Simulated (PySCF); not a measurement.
**BSi3H9O (SMILES B[SiH2]O[SiH2][SiH3]): levels of theory compared**

Aim: a comparison of 5 runs (HF/STO-3G, B3LYP/6-31G*, SVWN5/def2-SVP, TPSSh/def2-SVP, CCSD(T)/6-31G*) of BSi3H9O. 

The results are computed with PySCF 2.14.0.

**1. Starting point**

The species is BSi3H9O (14 atoms), meant as a singlet with charge 0. SMILES: `B[SiH2]O[SiH2][SiH3]`. The coordinates come from a GFN2-xTB relaxation. This is one conformer, not always the lowest.

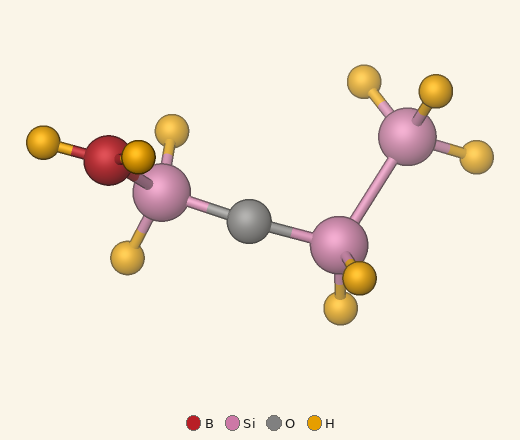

Viewed from a chosen angle; boron red, silicon pink, oxygen grey, hydrogen amber.

**2. Energy and gradient at HF/STO-3G (run 1)**

start.xyz

```xyz
14

B     -1.541740     2.141790     1.620790
Si    -1.570350     0.921920     0.096960
O     -0.555720    -0.328580     0.361460
Si     0.389210    -1.613670     0.066690
Si     2.182680    -0.932550    -1.203840
H     -2.275220     3.054200     1.645040
H     -0.814650     2.025070     2.529140
H     -2.863950     0.280380    -0.209900
H     -1.125930     1.508070    -1.186580
H     -0.461140    -2.628520    -0.571390
H      0.712110    -2.091370     1.417950
H      1.888050     0.148570    -2.153760
H      3.317280    -0.446560    -0.405730
H      2.719380    -2.038760    -2.006840
```

input.py

```python
# B[SiH2]O[SiH2][SiH3]
from pyscf import gto

mol = gto.M(
    atom='start.xyz',
    verbose=3,
    basis='sto-3g',
    max_memory=1860,
    spin=0,
)

mf = mol.RHF()
mf.conv_tol = 1e-10
mf.kernel()
if not mf.converged:
    mf = mf.newton().run(mf.mo_coeff, mf.mo_occ)

energy = mf.e_tot
print(f'total energy: {energy:.8f} hartree')
grad = mf.nuc_grad_method().kernel()
dip = mf.dip_moment()
pop, q = mf.mulliken_pop()
```

Command:

```console
OMP_NUM_THREADS=1 python input.py
```

Output:

```text
converged SCF energy = -960.275603730126
total energy: -960.27560373 hartree
--------------- RHF gradients ---------------
         x                y                z
0 B     0.0076578908    -0.0153260215    -0.0058350058
1 Si    -0.0077597383     0.0426813487     0.0451780800
2 O    -0.0002607284    -0.0079370143    -0.0116003457
3 Si     0.0209577233    -0.0067862268    -0.0073854477
4 Si    -0.0243170495     0.0032564348     0.0122508506
5 H    -0.0046417199     0.0046595398    -0.0014908138
6 H     0.0033666083     0.0013563157     0.0061802040
7 H    -0.0140137886    -0.0200409567    -0.0101413921
8 H     0.0108188338    -0.0018431864    -0.0246428516
9 H    -0.0194884757    -0.0097190523    -0.0051296100
10 H    -0.0049413037    -0.0003352580     0.0235054285
11 H     0.0012543502     0.0180574999    -0.0172462141
12 H     0.0212489999     0.0085014471     0.0093222385
13 H     0.0101183977    -0.0165248699    -0.0129651209
----------------------------------------------
Dipole moment(X, Y, Z, Debye): -0.34015,  0.39903,  0.12166
 ** Mulliken pop  **
pop of  0 B 1s            1.99105
pop of  0 B 2s            1.08221
pop of  0 B 2px           0.49635
pop of  0 B 2py           0.64549
pop of  0 B 2pz           0.74262
pop of  1 Si 1s           1.99960
pop of  1 Si 2s           1.98721
pop of  1 Si 3s           1.15692
pop of  1 Si 2px          1.96428
pop of  1 Si 2py          1.96417
pop of  1 Si 2pz          1.96466
pop of  1 Si 3px          0.69291
pop of  1 Si 3py          0.67494
pop of  1 Si 3pz          0.79745
pop of  2 O 1s            1.99718
pop of  2 O 2s            1.75171
pop of  2 O 2px           1.62532
pop of  2 O 2py           1.45709
pop of  2 O 2pz           1.85472
pop of  3 Si 1s           1.99962
pop of  3 Si 2s           1.98746
pop of  3 Si 3s           1.19796
pop of  3 Si 2px          1.96516
pop of  3 Si 2py          1.96399
pop of  3 Si 2pz          1.96513
pop of  3 Si 3px          0.74994
pop of  3 Si 3py          0.64670
pop of  3 Si 3pz          0.80015
pop of  4 Si 1s           1.99962
pop of  4 Si 2s           1.98773
pop of  4 Si 3s           1.25428
pop of  4 Si 2px          1.96560
pop of  4 Si 2py          1.96492
pop of  4 Si 2pz          1.96527
pop of  4 Si 3px          0.83119
pop of  4 Si 3py          0.78496
pop of  4 Si 3pz          0.80332
pop of  5 H 1s            1.06457
pop of  6 H 1s            1.05707
pop of  7 H 1s            1.18031
pop of  8 H 1s            1.18425
pop of  9 H 1s            1.17995
pop of  10 H 1s           1.17536
pop of  11 H 1s           1.15605
pop of  12 H 1s           1.16009
pop of  13 H 1s           1.16347
 ** Mulliken atomic charges  **
charge of    0B =      0.04228
charge of    1Si =      0.79785
charge of    2O =     -0.68602
charge of    3Si =      0.72389
charge of    4Si =      0.44312
charge of    5H =     -0.06457
charge of    6H =     -0.05707
charge of    7H =     -0.18031
charge of    8H =     -0.18425
charge of    9H =     -0.17995
charge of   10H =     -0.17536
charge of   11H =     -0.15605
charge of   12H =     -0.16009
charge of   13H =     -0.16347
```

Run time: 11 s. Hardware: 1 thread of Intel Xeon at 2.50GHz (Skylake/Cascade Lake), shared host; peak memory 0.12 GiB.

**3. Energy and forces at B3LYP/6-31G(d) (spherical functions) (run 2)**

calc.py

```python
import pyscf.grad
from pyscf import gto, dft

mol = gto.M(
    atom='''
B       -1.541740       2.141790       1.620790
Si      -1.570350       0.921920       0.096960
O       -0.555720      -0.328580       0.361460
Si       0.389210      -1.613670       0.066690
Si       2.182680      -0.932550      -1.203840
H       -2.275220       3.054200       1.645040
H       -0.814650       2.025070       2.529140
H       -2.863950       0.280380      -0.209900
H       -1.125930       1.508070      -1.186580
H       -0.461140      -2.628520      -0.571390
H        0.712110      -2.091370       1.417950
H        1.888050       0.148570      -2.153760
H        3.317280      -0.446560      -0.405730
H        2.719380      -2.038760      -2.006840
''',
    basis='6-31g*',
    spin=0,
    charge=0,
    max_memory=1860,
    verbose=4,
)

ks = dft.RKS(mol)
ks.xc = 'b3lyp'
ks.conv_tol = 1e-10
ks.grids.level = 5
ks.kernel()
if not ks.converged:
    ks = ks.newton().run(ks.mo_coeff, ks.mo_occ)

etot = ks.e_tot
print('E(%s) = %.9f' % ('B3LYP', etot))
grad = ks.Gradients().kernel()
ks.analyze()
```

Command:

```console
OMP_NUM_THREADS=1 python calc.py
```

Output:

```text
PySCF version 2.14.0

[... 102 lines left out ...]
DFT Exchange-Correlation Energy =      -79.023585671375116
[... 11 lines left out ...]
MO #10  energy= -3.64874668631327  occ= 2
[... 9 lines left out ...]
MO #20  energy= -0.550843679655193 occ= 2
[... 9 lines left out ...]
MO #30  energy= -0.326142758229468 occ= 2
[... 9 lines left out ...]
MO #40  energy= 0.117306045298138  occ= 0
[... 9 lines left out ...]
MO #50  energy= 0.231141730955906  occ= 0
[... 9 lines left out ...]
MO #60  energy= 0.472845440996559  occ= 0
[... 9 lines left out ...]
MO #70  energy= 0.708265045161319  occ= 0
[... 9 lines left out ...]
MO #80  energy= 1.11088985655206   occ= 0
[... 9 lines left out ...]
MO #90  energy= 1.39321896994532   occ= 0
[... 9 lines left out ...]
MO #100 energy= 2.78643462560811   occ= 0
[... 78 lines left out ...]
pop of  4 Si 4pz          0.01105
pop of  4 Si 3dxy         0.00565
pop of  4 Si 3dyz         0.01139
pop of  4 Si 3dz^2        0.00024
pop of  4 Si 3dxz         0.00995
pop of  4 Si 3dx2-y2      0.00568
pop of  5 H 1s            0.96518
pop of  5 H 2s            0.00533
pop of  6 H 1s            0.95670
pop of  6 H 2s            0.00578
pop of  7 H 1s            1.10432
pop of  7 H 2s            0.00308
pop of  8 H 1s            1.10716
pop of  8 H 2s            0.00297
pop of  9 H 1s            1.11076
pop of  9 H 2s            0.00346
pop of  10 H 1s           1.10361
pop of  10 H 2s           0.00322
pop of  11 H 1s           1.06966
pop of  11 H 2s           0.00277
pop of  12 H 1s           1.07419
pop of  12 H 2s           0.00271
pop of  13 H 1s           1.07864
pop of  13 H 2s           0.00281
 ** Mulliken atomic charges  **
charge of    0B =     -0.18543
charge of    1Si =      0.75991
charge of    2O =     -0.82729
charge of    3Si =      0.66390
charge of    4Si =      0.19125
charge of    5H =      0.02949
charge of    6H =      0.03752
charge of    7H =     -0.10740
charge of    8H =     -0.11013
charge of    9H =     -0.11422
charge of   10H =     -0.10683
charge of   11H =     -0.07242
charge of   12H =     -0.07690
charge of   13H =     -0.08144
Dipole moment(X, Y, Z, Debye): -0.33038,  0.48491,  0.33725
```

It took 2.2 min on 1 thread of Intel Xeon at 2.50GHz (Skylake/Cascade Lake), shared host; peak memory 1 GiB.

Runs 3 to 4 aren't shown in full; the table further down has their settings and results.

**4. The energy at CCSD(T)/6-31G(d) (spherical functions) (run 5)**

calc.py

```python
from pyscf import gto, scf, cc

molecule = gto.M(
    atom='''
B   -1.541740   2.141790   1.620790
Si  -1.570350   0.921920   0.096960
O   -0.555720  -0.328580   0.361460
Si   0.389210  -1.613670   0.066690
Si   2.182680  -0.932550  -1.203840
H   -2.275220   3.054200   1.645040
H   -0.814650   2.025070   2.529140
H   -2.863950   0.280380  -0.209900
H   -1.125930   1.508070  -1.186580
H   -0.461140  -2.628520  -0.571390
H    0.712110  -2.091370   1.417950
H    1.888050   0.148570  -2.153760
H    3.317280  -0.446560  -0.405730
H    2.719380  -2.038760  -2.006840
''',
    spin=0,
    basis='6-31g*',
    verbose=4,
    max_memory=1860,
)

mf = scf.RHF(molecule)
mf.conv_tol = 1e-10
mf.kernel()
if not mf.converged:
    mf = mf.newton().run(mf.mo_coeff, mf.mo_occ)

mycc = cc.CCSD(mf, frozen=17)
mycc.kernel()
e_t = mycc.ccsd_t()
etot = mycc.e_tot + e_t
print('Final energy', etot)
mf.analyze()
```

Command:

```console
OMP_NUM_THREADS=1 python calc.py
```

Output:

```text
PySCF version 2.14.0

[... 107 lines left out ...]
DFT Exchange-Correlation Energy =      -76.709719761861948
[... 11 lines left out ...]
MO #10  energy= -4.24211361250422  occ= 2
[... 9 lines left out ...]
MO #20  energy= -0.737402019562533 occ= 2
[... 9 lines left out ...]
MO #30  energy= -0.458118370867859 occ= 2
[... 9 lines left out ...]
MO #40  energy= 0.241329037966222  occ= 0
[... 9 lines left out ...]
MO #50  energy= 0.391054585123754  occ= 0
[... 9 lines left out ...]
MO #60  energy= 0.667880357477379  occ= 0
[... 9 lines left out ...]
MO #70  energy= 0.923333216864355  occ= 0
[... 9 lines left out ...]
MO #80  energy= 1.39055803698637   occ= 0
[... 9 lines left out ...]
MO #90  energy= 1.65382672464177   occ= 0
[... 9 lines left out ...]
MO #100 energy= 3.14599756476991   occ= 0
[... 78 lines left out ...]
pop of  4 Si 4pz          0.01261
pop of  4 Si 3dxy         0.00815
pop of  4 Si 3dyz         0.01632
pop of  4 Si 3dz^2        0.00023
pop of  4 Si 3dxz         0.01554
pop of  4 Si 3dx2-y2      0.00847
pop of  5 H 1s            0.98920
pop of  5 H 2s            0.00406
pop of  6 H 1s            0.97929
pop of  6 H 2s            0.00448
pop of  7 H 1s            1.14638
pop of  7 H 2s            0.00167
pop of  8 H 1s            1.15066
pop of  8 H 2s            0.00162
pop of  9 H 1s            1.14655
pop of  9 H 2s            0.00202
pop of  10 H 1s           1.14061
pop of  10 H 2s           0.00179
pop of  11 H 1s           1.10957
pop of  11 H 2s           0.00139
pop of  12 H 1s           1.11462
pop of  12 H 2s           0.00139
pop of  13 H 1s           1.12012
pop of  13 H 2s           0.00151
 ** Mulliken atomic charges  **
charge of    0B =     -0.14982
charge of    1Si =      0.89998
charge of    2O =     -0.93292
charge of    3Si =      0.78606
charge of    4Si =      0.31361
charge of    5H =      0.00674
charge of    6H =      0.01624
charge of    7H =     -0.14805
charge of    8H =     -0.15228
charge of    9H =     -0.14857
charge of   10H =     -0.14239
charge of   11H =     -0.11097
charge of   12H =     -0.11600
charge of   13H =     -0.12163
Dipole moment(X, Y, Z, Debye): -0.30836,  0.51338,  0.40931
```

It took 75 s on 1 thread of Intel Xeon at 2.50GHz (Skylake/Cascade Lake), shared host; peak memory 0.56 GiB.

**5. All runs side by side**

| run | level | integration grid | task | energy (Eh) | dipole moment (D) of the reference | HOMO energy (eV) | LUMO energy (eV) | wall time |
| --- | --- | --- | --- | --- | --- | --- | --- | --- |
| 1 | HF/STO-3G | – | gradient | -960.275604 | 0.54 | -7.12 | 5.91 | 11 s |
| 2 | B3LYP/6-31G* (spherical functions) | 5 | gradient | -973.980699 | 0.68 | -7.49 | -2.57 | 2.2 min |
| 3 | SVWN5/def2-SVP | 5 | gradient | -969.228648 | 0.59 | -6.61 | -3.88 | 88 s |
| 4 | TPSSh/def2-SVP | 5 | gradient | -973.694286 | 0.71 | -7.24 | -3.03 | 3.2 min |
| 5 | CCSD(T)/6-31G* (spherical functions) | – | energy | -972.114488 | 0.73 | -10.80 | 1.40 | 75 s |

**6. Summary of results**

| quantity | value |
| --- | --- |
| run 5: total energy | -972.11449 Eh |
| run 5: dipole moment (Hartree–Fock density) | 0.73 D |
| run 5: HOMO energy (Hartree–Fock orbitals) | -10.80 eV |
| run 5: LUMO energy (Hartree–Fock orbitals) | 1.40 eV |
| run 5: HOMO–LUMO gap (Hartree–Fock orbitals) | 12.20 eV |
| run 5: correlation energy (17 core orbitals frozen) | -557.7 mEh |
| run 5: (T) correction | -12.87 mEh |
| run 5: T1 diagnostic | 0.014 |

Over runs 1, 2, 3, 4 the dipole moment (its size) runs from 0.54 D (HF/STO-3G) to 0.71 D (TPSSh/def2-SVP). The two ends differ in method and basis. Over runs 1, 2, 3, 4 the HOMO–LUMO gap runs from 2.73 eV (SVWN5/def2-SVP) to 13.03 eV (HF/STO-3G). Totals of different functionals can't be ranked against each other. In run 1 the basis is minimal, so the values are rough. All runs together took 8.3 min, the longest 3.2 min.
